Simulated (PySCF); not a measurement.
Vertical excitations of a molecule CH₅F₂NOSi from PySCF with TDA-PBE/def2-SVPD, as energy in eV (oscillator strength): 6.38 (0.050), 6.64 (0.002), 7.17 (0.004), 7.39 (0.003), 7.67 (0.009), 7.76 (0.025), 7.99 (0.001), 8.11 (0.015), 8.30 (0.024), 8.40 (0.001). Lowest triplet (TDA): 6.05 eV. Geometry optimised at B3LYP-D3(BJ)/def2-SVP. One conformer was computed; it need not be the lowest.

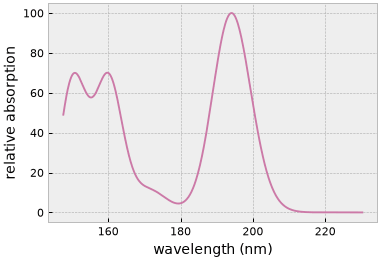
Figure. The lines broadened by 0.4 eV.

Q: Pick the molecule that these values belong to.
A) CN[Si](O)(F)F
B) NC[Si](O)(F)F
C) N[Si@](O)(F)CF
D) CO[Si](N)(F)F

A: D, CO[Si](N)(F)F
